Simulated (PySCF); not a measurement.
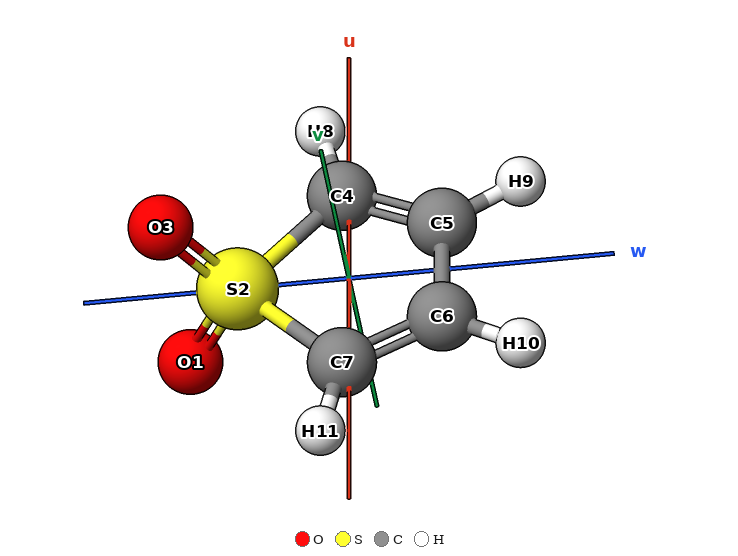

The lines u, v and w are the principal axes of the static dipole polarisability. The geometry was computed by an optimisation with GFN2-xTB. No frequency run is at hand to confirm it as a minimum. Level of theory: CAM-B3LYP/def2-SVPD (PySCF 2.14.0).

**Along which axis is the molecule most polarisable, and along which least?**

Most along w, least along v.

**Give the three principal values.**

u 66.1, v 52.0, w 82.2 bohr³; mean 66.7, anisotropy 26.2 bohr³.
